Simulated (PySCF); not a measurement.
Frequency calculation of Mo₃

System: Mo₃.
Method: RKS-based PBE0, Mo def2-TZVP with ECP28; non-relativistic Hamiltonian with a scalar-relativistic core potential; density fitting (PySCF 2.14.0).

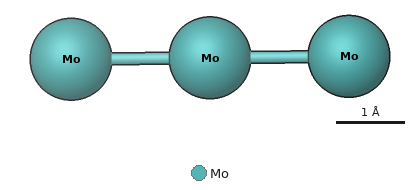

*The input geometry (ball-and-stick view, seen on its broad side). Sticks mark near contacts.*

Bond lengths as drawn: Mo–Mo 2.08 Å.

Input file:
```python
from pyscf import gto, scf, dft
mol = gto.M(atom='''
Mo    -0.000000     0.000000     0.000000
Mo    -0.000000     0.000000     2.077427
Mo     0.000000     0.000000    -2.077427''',
    basis={'Mo': 'def2-TZVP'},
    ecp={'Mo': 'def2-TZVP'},
    charge=0, spin=0)
mf = dft.RKS(mol, xc='PBE0')
mf.grids.atom_grid = (75, 302)
aux = {'Mo': 'def2-universal-JKFIT'}
mf = mf.density_fit(auxbasis=aux)
mf.conv_tol = 1e-09
mf.diis_space = 10
mf.max_cycle = 60
mf.verbose = 4
mf.kernel()
```

The script is an equivalent of the set-up of the self-consistent field. The run itself was carried out by a driver, which started from the orbitals of the step before it where there was one and computed the further properties.

Hardware: 4 threads of Arm Neoverse V1, 112 GiB of memory available, shared host.

Run as:
```bash
OMP_NUM_THREADS=4 python axn.py task.json out
```

Log:
```
init E= -204.247643007749
  HOMO = -0.15170378674842  LUMO = -0.106231192141407  gap/eV = 1.23737
cycle= 1 E= -204.247643002696  delta_E= 5.05e-09  |g|= 0.000161  |ddm|= 0.000107
  HOMO = -0.151692136828186  LUMO = -0.106227713179726  gap/eV = 1.23715
cycle= 2 E= -204.247642767829  delta_E= 2.35e-07  |g|= 0.0011  |ddm|= 0.000734
  HOMO = -0.151701946729907  LUMO = -0.106230617590418  gap/eV = 1.23734
cycle= 3 E= -204.247643007858  delta_E= -2.4e-07  |g|= 5.35e-06  |ddm|= 0.000641
  HOMO = -0.15170205261308  LUMO = -0.10623066810824  gap/eV = 1.23734
cycle= 4 E= -204.247643007846  delta_E= 1.17e-11  |g|= 8.88e-06  |ddm|= 8.5e-06
  HOMO = -0.151702155391485  LUMO = -0.106230726299412  gap/eV = 1.23734
Extra cycle  E= -204.247643006105  delta_E= 1.74e-09  |g|= 8.75e-05  |ddm|= 6.03e-05
SCF not converged.
init E= -204.247643007749
  HOMO = -0.15170378674842  LUMO = -0.106231192141407  gap/eV = 1.23737
cycle= 1 E= -204.247643002696  delta_E= 5.05e-09  |g|= 0.000161  |ddm|= 0.000107
  HOMO = -0.151692136828186  LUMO = -0.106227713179726  gap/eV = 1.23715
cycle= 2 E= -204.247642767829  delta_E= 2.35e-07  |g|= 0.0011  |ddm|= 0.000734
  HOMO = -0.151697762094548  LUMO = -0.106229378598031  gap/eV = 1.23726
cycle= 3 E= -204.247642964181  delta_E= -1.96e-07  |g|= 0.000468  |ddm|= 0.000368
  HOMO = -0.151700839248749  LUMO = -0.106230298044816  gap/eV = 1.23732
cycle= 4 E= -204.247643004539  delta_E= -4.04e-08  |g|= 0.000129  |ddm|= 0.000198
  HOMO = -0.151702229778256  LUMO = -0.106230729138076  gap/eV = 1.23734
cycle= 5 E= -204.24764300777  delta_E= -3.23e-09  |g|= 2.11e-05  |ddm|= 8.5e-05
  HOMO = -0.151702338377112  LUMO = -0.106230768990538  gap/eV = 1.23734
cycle= 6 E= -204.24764300717  delta_E= 6e-10  |g|= 5.58e-05  |ddm|= 4e-05
  HOMO = -0.151700431967483  LUMO = -0.106230200908338  gap/eV = 1.23731
cycle= 7 E= -204.247642999285  delta_E= 7.88e-09  |g|= 0.000204  |ddm|= 0.00015
  HOMO = -0.151703412017389  LUMO = -0.10623109337039  gap/eV = 1.23736
cycle= 8 E= -204.247643002315  delta_E= -3.03e-09  |g|= 0.000164  |ddm|= 0.000193
  HOMO = -0.151701606212986  LUMO = -0.106230560823295  gap/eV = 1.23733
cycle= 9 E= -204.247642997  delta_E= 5.32e-09  |g|= 0.000218  |ddm|= 0.000214
  HOMO = -0.151703087908384  LUMO = -0.106230998100768  gap/eV = 1.23736
cycle= 10 E= -204.247643004027  delta_E= -7.03e-09  |g|= 0.000135  |ddm|= 0.000205
  HOMO = -0.151701445779099  LUMO = -0.106230511410985  gap/eV = 1.23733
cycle= 11 E= -204.247643006874  delta_E= -2.85e-09  |g|= 7.04e-05  |ddm|= 0.000114
  HOMO = -0.151702307565448  LUMO = -0.106230766628106  gap/eV = 1.23734
cycle= 12 E= -204.247643007644  delta_E= -7.7e-10  |g|= 3.26e-05  |ddm|= 5.72e-05
  HOMO = -0.15170229662276  LUMO = -0.106230764986109  gap/eV = 1.23734
cycle= 13 E= -204.247643005751  delta_E= 1.89e-09  |g|= 9.64e-05  |ddm|= 6.89e-05
  HOMO = -0.151700787824166  LUMO = -0.106230321032102  gap/eV = 1.23731
cycle= 14 E= -204.247643003333  delta_E= 2.42e-09  |g|= 0.00015  |ddm|= 0.000131
  HOMO = -0.151702196388212  LUMO = -0.106230737397886  gap/eV = 1.23734
cycle= 15 E= -204.247643007796  delta_E= -4.46e-09  |g|= 1.81e-05  |ddm|= 9.84e-05
  HOMO = -0.151702401455848  LUMO = -0.106230798951815  gap/eV = 1.23735
cycle= 16 E= -204.247643006412  delta_E= 1.38e-09  |g|= 8.07e-05  |ddm|= 4.05e-05
  HOMO = -0.151703148227234  LUMO = -0.106231020424365  gap/eV = 1.23736
cycle= 17 E= -204.247642997989  delta_E= 8.42e-09  |g|= 0.000212  |ddm|= 0.000161
  HOMO = -0.151701438362948  LUMO = -0.10623051612631  gap/eV = 1.23733
cycle= 18 E= -204.247643006483  delta_E= -8.49e-09  |g|= 8.17e-05  |ddm|= 0.000175
  HOMO = -0.151702199323822  LUMO = -0.106230740622361  gap/eV = 1.23734
cycle= 19 E= -204.247643007816  delta_E= -1.33e-09  |g|= 1.57e-05  |ddm|= 5.58e-05
  HOMO = -0.151702393853939  LUMO = -0.106230798265041  gap/eV = 1.23735
cycle= 20 E= -204.247643006103  delta_E= 1.71e-09  |g|= 8.86e-05  |ddm|= 5.03e-05
SCF not converged.
init E= -204.247643006103
  HOMO = -0.151699773448219  LUMO = -0.0062300296842186  gap/eV = 3.95843
cycle= 1 E= -204.247642956908  delta_E= 4.92e-08  |g|= 0.000487  |ddm|= 0.000366
  HOMO = -0.151711797794251  LUMO = -0.00623368736093255  gap/eV = 3.95866
cycle= 2 E= -204.247641493899  delta_E= 1.46e-06  |g|= 0.00265  |ddm|= 0.002
  HOMO = -0.151703679157275  LUMO = -0.00623118785752386  gap/eV = 3.95851
cycle= 3 E= -204.247642806155  delta_E= -1.31e-06  |g|= 0.000923  |ddm|= 0.00121
  HOMO = -0.151702651638455  LUMO = -0.00623088767170188  gap/eV = 3.95849
cycle= 4 E= -204.247642981765  delta_E= -1.76e-07  |g|= 0.000325  |ddm|= 0.00038
  HOMO = -0.151702037563164  LUMO = -0.00623070566491668  gap/eV = 3.95848
cycle= 5 E= -204.247643003691  delta_E= -2.19e-08  |g|= 0.000126  |ddm|= 0.000139
  HOMO = -0.151702033879634  LUMO = -0.00623070472082699  gap/eV = 3.95848
cycle= 6 E= -204.247643007283  delta_E= -3.59e-09  |g|= 4.5e-05  |ddm|= 5.89e-05
  HOMO = -0.151702109294932  LUMO = -0.00623071534146424  gap/eV = 3.95848
cycle= 7 E= -204.247643007762  delta_E= -4.79e-10  |g|= 1.79e-05  |ddm|= 2.37e-05
  HOMO = -0.151702028688605  LUMO = -0.00623068256786485  gap/eV = 3.95848
cycle= 8 E= -204.247643007841  delta_E= -7.92e-11  |g|= 8.65e-06  |ddm|= 1.11e-05
  HOMO = -0.151701816870308  LUMO = -0.106230633317754  gap/eV = 1.23733
Extra cycle  E= -204.247643006129  delta_E= 1.71e-09  |g|= 8.71e-05  |ddm|= 6.1e-05
SCF not converged.
  HOMO = -0.151703836770259  LUMO = -0.106231222760672  gap/eV = 1.23737
macro= 0  E= -204.247643007863  delta_E= -1.73389e-09  |g|= 8.70573e-05  1 KF 4 JK
macro= 1  E= -204.247643007864  delta_E= -6.25278e-13  |g|= 2.59807e-06  1 KF 2 JK
macro X = 2  E=-204.247643007864  |g|= 2.59807e-06  total 3 KF 9 JK
converged SCF energy = -204.247643007864
```

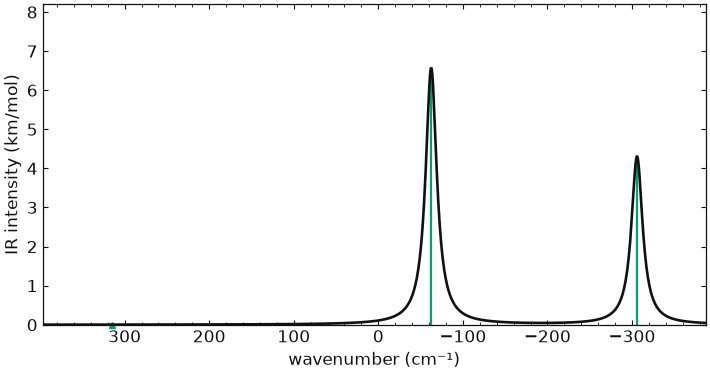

*Harmonic infrared spectrum, unscaled: sticks (degenerate modes added up, dark ones marked on the axis) with a Lorentzian envelope of 16 cm⁻¹ full width, scaled to the tallest stick; imaginary modes are drawn at negative wavenumbers.*

4 modes from 306i to 315 cm⁻¹, 3 imaginary beyond 8i (306i, 63i, 63i cm⁻¹): not a minimum. The strongest line is at 63i cm⁻¹ (6.6 km/mol). All modes, in cm⁻¹ (km/mol): 306i (4.3), 63i (3.3), 63i (3.3), 315 (0.0). The two bends of a linear molecule should be equal; they aren't, because the electronic state found breaks the axial symmetry.

Summary:

- outcome: converged
- total energy: −204.247643 hartree
- HOMO: −4.13 eV
- LUMO: −2.89 eV
- zero-point energy: 0.000718 hartree
- dipole moment: 0.00 D
- wavenumbers, lowest and highest: 306i and 315 cm⁻¹
- wall time: 28 s (CPU time 92 s)
- peak memory: 1.1 GiB

Notes:

The run takes a singlet; with an open-shell metal another spin state may lie lower.
